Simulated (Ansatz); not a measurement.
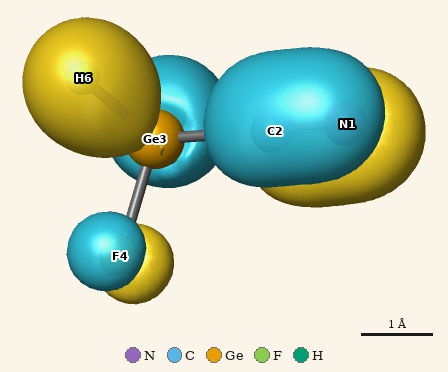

Figure 1: CH$_{2}$FGeN. One frontier orbital at ±0.1 Å⁻³ᐟ² (yellow and cyan are the two phases), seen at a tilt.

These are results of RKS r2SCANh/def2-SVP (Ansatz), not measurements.

```xyz
6

N     0.2725   -2.2582    1.0301
C     0.1617   -1.2055    0.5556
Ge    0.0137    0.5492   -0.2083
F    -1.3523    0.4756   -1.2671
H     1.2479    0.8281   -1.0529
H    -0.3015    1.5469    0.8962
```

**Which orbital is it: HOMO or LUMO?**

The HOMO, at −9.44 eV. It lies mainly on N1 (about 35 %), C2 (about 25 %), Ge3 (about 15 %), H5 (about 10 %), H6 (about 10 %) and F4 (about 5 %); π-bonding across N1–C2.
